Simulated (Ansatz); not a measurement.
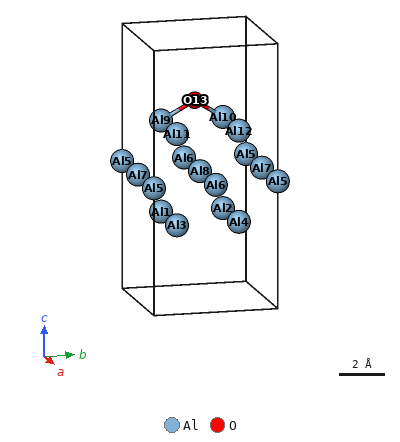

The input geometry (ball-and-stick view of the cell of the calculation, with the vacuum cut short, seen slightly off an axis; atoms are numbered from 1 in the order of the input).

Single-point calculation of Al12O

System: Al12O (slab, 13 atoms in the cell).
Method: DFT, RPBE, plane waves, PAW, PAW set soft_1, no spin polarisation (Ansatz 0.2.0).

The structure derives from an entry of the Crystallography Open Database. Figures and captions count atoms from 1; the log counts them from 0 in places.

### Log
```
Engine: ansatz 0.2.0, x86_64-unknown-linux-gnu
Pseudopotentials: kind: paw
Pseudopotential: Al, paw, valence charge 3, recommended cutoff 420 eV (normal), [file]
Pseudopotential: O, paw, valence charge 6, recommended cutoff 420 eV (normal), [file]
Functional definition: RPBE
  parameter kappa = 0.804
  parameter beta = 0.06672455060314922
  exchange = rpbe_x(kappa = kappa, mu = beta*pi^2/3)
  correlation = pbe_c(beta = beta)
Crystal: 13 atoms, lattice volume = 642.266 Å³
Basis set: ecut = 420 eV, 12653 PW (Γ), exchange–correlation on 80×80×270 points (8 copies of the dense FFT grid, shifted against one another)
Bands: 34, of which v1, the nominal top of the filled ones, is band 21 counted from 1 (20 counted from 0)
Symmetry: 2 space group operations
Space group: Pm (ITA 6), of the structure as read, at distance tolerance 8.6e-5 Å
k-points: 9 of 25 (time reversal used)
Non-local potential: Al, projectors of the file, l = 0: 2, l = 1: 2, l = 2: 1
Non-local potential: O, projectors of the file, l = 0: 2, l = 1: 2, l = 2: 1
PAW form: soft (Blöchl's): semilocal exchange-correlation on the pseudo side does not see the compensation charge
PAW frozen core: Al, regenerated for the run's functional, and the local potential with it (the file was generated under x = pbe(κ = 0.804, μ = 0.2195149727645171), c = pbe(β = 0.06672455060314922))
PAW frozen core: O, regenerated for the run's functional, and the local potential with it (the file was generated under x = pbe(κ = 0.804, μ = 0.2195149727645171), c = pbe(β = 0.06672455060314922))
PAW one-centre angular grid: Al, 110 points (default); XC on 64 Gauss nodes
PAW one-centre angular grid: O, 110 points (default); XC on 64 Gauss nodes
Initial density: superposition of atomic densities (neutral atoms: chi_scale 0, normalization atom)
Initial wavefunctions: pseudopotential atomic-orbital guess
Functional: x = rpbe, c = pbe(β = 0.06672455060314922)
SCF iter   1: F=—  HF=-7055.837152 eV  |F-HF|=—  |Δ(HF+E_count)|=         —  Δρ=3.84e-2  dr2=1.72e1  ethr=3.10e-3  p=-0.000 e·Å  D=-2.61e-8 V/Å  ΔV_dip=0.00 eV  dr2_dipole=7.60e-1  V_vac-E_F(+/−)=6.17/6.17 eV  ⟨swp⟩=9.8  Hψ=1957  notcnv=0
efield: sawtooth ramp at fractional position 0.8136 (placed from the atoms, in the widest stretch of the axis that holds none; the zero of the levels goes with the place), width 0.0400; the density the first Hamiltonian is built on has a dipole p = -0.000 e·Å; the dipole correction subtracts the counter field D = -2.61e-8 V/Å, which shifts the + side's vacuum level by +0.00 eV against the − side's; the planar-averaged density in the ramp window peaks in size at 1.4e-7 e/Å³
preconditioner: auto → LDOS  [metal: Δε(μ)=0.050 eV  Ē_g=6.701 eV  σ=0.100 eV  W_gap=0.27  n_scr=66 (ndim 8)  ℏωp=9.3 eV  f_vac=0.509  D(μ)=6.43/eV (n_scr^D=28)  β→1.0]
SCF iter   2: F=—  HF=-7052.250569 eV  |F-HF|=—  |Δ(HF+E_count)|=    3.59e0  Δρ=2.57e-2  dr2=3.30e0  ethr=3.10e-3  p=-0.017 e·Å  D=-4.86e-3 V/Å  ΔV_dip=0.10 eV  dr2_dipole=4.24e-2  V_vac-E_F(+/−)=4.68/4.58 eV  ⟨swp⟩=4.0  Hψ=942  notcnv=0  defer=43
SCF iter   3: F=—  HF=-7051.903730 eV  |F-HF|=—  |Δ(HF+E_count)|=   3.47e-1  Δρ=4.83e-3  dr2=2.17e-1  ethr=3.10e-3  p=-0.058 e·Å  D=-1.62e-2 V/Å  ΔV_dip=0.32 eV  dr2_dipole=3.24e-3  V_vac-E_F(+/−)=4.99/4.67 eV  ⟨swp⟩=2.0  Hψ=627  notcnv=0  defer=57
SCF iter   4: F=—  HF=-7051.879371 eV  |F-HF|=—  |Δ(HF+E_count)|=   2.44e-2  Δρ=9.52e-4  dr2=2.07e-2  ethr=5.17e-4  p=-0.070 e·Å  D=-1.97e-2 V/Å  ΔV_dip=0.39 eV  dr2_dipole=9.15e-4  V_vac-E_F(+/−)=4.86/4.48 eV  ⟨swp⟩=2.1  Hψ=497  notcnv=0  defer=57
SCF iter   5: F=—  HF=-7051.877941 eV  |F-HF|=—  |Δ(HF+E_count)|=   1.43e-3  Δρ=3.90e-4  dr2=2.49e-3  ethr=4.92e-5  p=-0.071 e·Å  D=-1.99e-2 V/Å  ΔV_dip=0.39 eV  dr2_dipole=3.01e-4  V_vac-E_F(+/−)=4.80/4.41 eV  ⟨swp⟩=2.4  Hψ=458  notcnv=0  defer=57
SCF iter   6: F=—  HF=-7051.878080 eV  |F-HF|=—  |Δ(HF+E_count)|=   1.39e-4  Δρ=1.16e-4  dr2=2.08e-4  ethr=5.92e-6  p=-0.070 e·Å  D=-1.97e-2 V/Å  ΔV_dip=0.39 eV  dr2_dipole=1.37e-5  V_vac-E_F(+/−)=4.77/4.39 eV  ⟨swp⟩=2.2  Hψ=426  notcnv=0  defer=57
SCF iter   7: F=—  HF=-7051.878109 eV  |F-HF|=—  |Δ(HF+E_count)|=   2.92e-5  Δρ=3.00e-5  dr2=1.22e-5  ethr=4.96e-7  p=-0.070 e·Å  D=-1.97e-2 V/Å  ΔV_dip=0.39 eV  dr2_dipole=5.87e-7  V_vac-E_F(+/−)=4.76/4.38 eV  ⟨swp⟩=2.1  Hψ=428  notcnv=0  defer=57
SCF iter   8: F=—  HF=-7051.878124 eV  |F-HF|=—  |Δ(HF+E_count)|=   1.44e-5  Δρ=1.15e-5  dr2=1.91e-6  ethr=2.91e-8  p=-0.070 e·Å  D=-1.97e-2 V/Å  ΔV_dip=0.39 eV  dr2_dipole=1.65e-8  V_vac-E_F(+/−)=4.76/4.37 eV  ⟨swp⟩=2.2  Hψ=520  notcnv=0  defer=57
SCF iter   9: F=—  HF=-7051.878125 eV  |F-HF|=—  |Δ(HF+E_count)|=   1.04e-6  Δρ=3.03e-6  dr2=1.38e-7  ethr=4.55e-9  p=-0.070 e·Å  D=-1.97e-2 V/Å  ΔV_dip=0.39 eV  dr2_dipole=1.67e-8  V_vac-E_F(+/−)=4.76/4.37 eV  ⟨swp⟩=2.0  Hψ=412  notcnv=0  defer=57
SCF iter  10: F=-7051.878125 eV  HF=-7051.878125 eV  |F-HF|=2.11e-8  |Δ(HF+E_count)|=   1.12e-7  Δρ=8.82e-7  dr2=7.75e-9  ethr=2.38e-10  p=-0.070 e·Å  D=-1.97e-2 V/Å  ΔV_dip=0.39 eV  dr2_dipole=2.53e-10  V_vac-E_F(+/−)=4.76/4.37 eV  ⟨swp⟩=25.2  Hψ=2490  notcnv=0
SCF 1 converged in 10 iterations: F = -7051.878125 eV  dr2 = 7.75e-9
  greatest PAW one-centre occupation: 0.873 electrons in one spin orbital (limit 2), on the O atom at site 12 (counted from 0), in its partial waves of l = 0
```

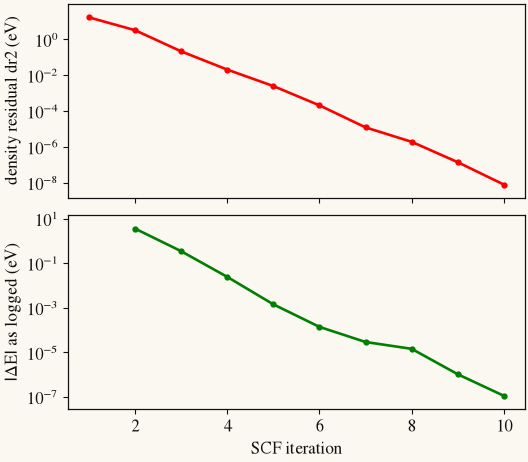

Convergence of the self-consistent field: density residual dr2 and size of the energy change against the SCF iteration. The residual falls at every step.

```
SCF converged after 10 iterations
Free energy (F): -7051.878125 eV
Harris-Foulkes:  -7051.878125 eV  (|F-HF|=2.11e-8)
Internal energy: -7051.838322 eV  (E = F + TS)
E sigma→0 (E₀):  -7051.858223 eV
Entropy (-TS):   -0.039803 eV (-3.062 meV/atom)
Fermi energy:    -0.495487 eV
Dipole field:    D = -0.019704 V/Å  (p = -0.069938 e·Å, saw-weighted, corrected)
Work function:   Φ+ = 4.7587 eV   Φ− = 4.3711 eV
Levels:          The Fermi level and band energies are counted from a zero that moves with the ramp; work functions are not
--- Per-component energies (eV) ---
  E_band       = -215.555202
  E_kinetic    = 419.837967
  E_local      = -7287.166466  (includes V_loc(G=0)·N_el)
  E_nonlocal   = 168.312520
  E_hartree    = 3494.556176
  E_xc         = -513.978997
  E_vxc        = -424.750518  (∫ρ·V_xc dr)
  E_paw        = -5829.271143  (= ΣΔE_a)
  E_vpaw       = -80.868315  (= ΣTr[D̂ρ^β])
  E_aug_tail   = 0.000736  (compensation charges beyond the density's cutoff)
  E_efield     = 0.000689  (sawtooth field / dipole correction)
  E_vefield    = -0.033735  (∫n·V_field dr)
  E_ewald      = 2496.098232
  E_core_change = -0.228038  (= ΣΔE_core)
  E_smearing   = -0.039803  (= −TS)
  E_closure    = -0.000000  (closes the sum)
  Σ components = -7051.878125   (vs F -7051.878125, Δ=0.00e0)
--- Forces (eV/Å), atoms counted from 1 ---
  atom   1  Al     0.00794639    -0.01493018    -0.02394950
  atom   2  Al     0.00794639     0.01493018    -0.02394950
  atom   3  Al    -0.00405412     0.02389034    -0.02119585
  atom   4  Al    -0.00405412    -0.02389034    -0.02119585
  atom   5  Al    -0.11284228     0.00000000    -0.10796316
  atom   6  Al     0.00926893     0.00000000    -0.13233381
  atom   7  Al     0.13145261     0.00000000     0.08736002
  atom   8  Al     0.13489720     0.00000000    -0.25792392
  atom   9  Al    -0.15589241    -0.17583766     0.25791509
  atom  10  Al    -0.15589241     0.17583766     0.25791509
  atom  11  Al     0.23725171    -0.20324187    -0.13243213
  atom  12  Al     0.23725171     0.20324187    -0.13243213
  atom  13  O     -0.33323598     0.00000000     0.25019764
  max |Σ_I F_I| component: 4.36e-5 eV/Å
--- Band table (eV; the first three rows and the last of 9) ---
  k-point 0: bands = ["-19.2251", "-10.5407", "-8.3338", "-6.7298", "-6.3116", "-6.1803", "-6.1311", "-5.7221", "-5.0673", "-4.9585", "-4.6129", "-4.1050", "-3.6505", "-3.2750", "-2.8890", "-2.4394", "-2.1770", "-2.0288", "-1.2347", "-1.0205", "-0.7933", "-0.7913", "-0.5152", "-0.3845", "0.0195", "0.7214", "1.1857", "1.4122", "1.6691", "1.9428", "1.9543", "2.5788", "2.5842", "3.0808"]
  k-point 1: bands = ["-19.2240", "-10.3665", "-8.2049", "-7.7786", "-6.4391", "-6.1492", "-6.0062", "-5.2561", "-4.9109", "-4.8208", "-4.4313", "-4.1371", "-3.6014", "-3.4562", "-3.0673", "-2.9121", "-2.1185", "-1.8818", "-1.7520", "-1.3367", "-1.0422", "-0.2841", "0.0755", "0.2657", "0.5523", "0.7483", "1.3778", "1.6113", "1.9319", "2.0974", "2.3683", "2.6381", "2.9545", "3.2781"]
  k-point 2: bands = ["-19.2224", "-9.8480", "-8.9819", "-7.7731", "-6.9906", "-5.8573", "-5.7018", "-5.4690", "-4.9526", "-4.7137", "-4.3045", "-4.2441", "-4.0268", "-3.3413", "-3.0568", "-2.8927", "-2.0382", "-1.9747", "-1.6373", "-1.3367", "-0.4983", "-0.2766", "0.2308", "0.4810", "0.6261", "1.2549", "1.5439", "2.2418", "2.3701", "2.5589", "2.6306", "2.7516", "3.1908", "3.3814"]
  k-point 8: bands = ["-19.2206", "-9.1495", "-8.3481", "-8.2254", "-7.4783", "-7.1055", "-6.6341", "-6.1171", "-5.7889", "-5.0321", "-4.3544", "-3.6903", "-3.3186", "-2.5045", "-2.4084", "-1.4002", "-1.3586", "-1.2513", "-0.9702", "-0.6331", "0.0643", "0.2073", "0.4378", "0.5775", "0.7041", "0.8929", "1.1824", "1.7791", "2.0440", "2.2979", "2.3585", "2.7402", "2.9348", "3.2034"]
```

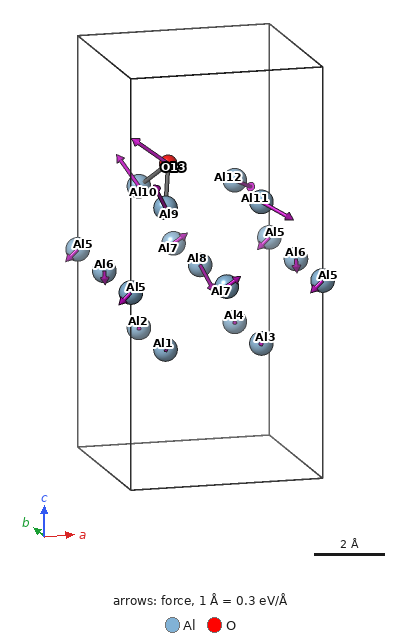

Forces on the atoms as pink arrows (ball-and-stick view of the cell of the calculation, with the vacuum cut short, seen slightly off an axis; atoms are numbered from 1 in the order of the input). The largest act on O13 (0.42 eV/Å); Al9, Al10 (0.35 eV/Å); Al11, Al12 (0.34 eV/Å); Al8 (0.29 eV/Å), among others. The geometry is not a stationary point of this energy.

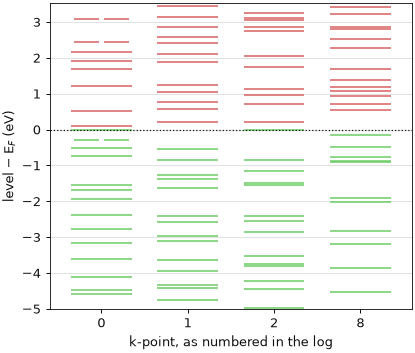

Kohn–Sham levels near the Fermi level (dotted) at the few k-points that the log prints; levels within 0.02 eV of each other stand side by side. The system is metallic on the full mesh.

The run was set up as follows.

### Input file
```yaml
crystal:
  lattice:
    - [5.7135165838, 0.0, 0.0]
    - [0.0, 5.7135165838, 0.0]
    - [0.0, 0.0, 19.6746954361]
  atoms:
    - { symbol: Al, position: [0.25, 0.25, 0.203306832] }
    - { symbol: Al, position: [0.25, 0.75, 0.203306832] }
    - { symbol: Al, position: [0.75, 0.25, 0.203306832] }
    - { symbol: Al, position: [0.75, 0.75, 0.203306832] }
    - { symbol: Al, position: [0.0, 0.0, 0.3092728611] }
    - { symbol: Al, position: [0.0, 0.5, 0.3092728611] }
    - { symbol: Al, position: [0.5, 0.0, 0.3092728611] }
    - { symbol: Al, position: [0.5, 0.5, 0.3092728611] }
    - { symbol: Al, position: [0.25, 0.25, 0.415492858] }
    - { symbol: Al, position: [0.25, 0.75, 0.415492858] }
    - { symbol: Al, position: [0.75, 0.25, 0.415492858] }
    - { symbol: Al, position: [0.75, 0.75, 0.415492858] }
    - { symbol: O, position: [0.3333333333, 0.5, 0.4638666335] }
kpoints:
  mp_grid: { grid: [5, 5, 1] }
hamiltonian:
  xc: rpbe
  pseudopotentials: { kind: paw, azcp: { folder: soft_1 } }
scf:
  occupations: { method: gaussian, width: 0.1 }
output:
  forces: true
  eigenvalues: true
efield:
  axis: 3
  dipole_correction: true
  ramp_width: 0.04
```

Command:
```bash
ansatz run input.yaml --threads 1 --pin off --max-ram 3072MiB --backend cpu --events-out ev --progress --plain --runs-dir out
```

### Summary

```json
{"quantity": "outcome", "value": "converged"}
{"quantity": "electrons treated", "value": "42"}
{"quantity": "free energy", "value": "−7051.8781 eV"}
{"quantity": "Fermi energy", "value": "−0.495 eV"}
{"quantity": "gap on the k-point mesh", "value": "none (metallic)"}
{"quantity": "largest force (length of the vector)", "value": "0.417 eV/Å"}
{"quantity": "hardware", "value": "1 thread of AMD EPYC (Zen 3), 32 GiB of memory available, shared host"}
{"quantity": "wall time", "value": "18 s"}
{"quantity": "peak memory", "value": "0.63 GiB"}
```

### Remarks

Settings chosen away from the usual ones: hamiltonian.xc set to rpbe (from pbe); basis.ecutwfc removed.
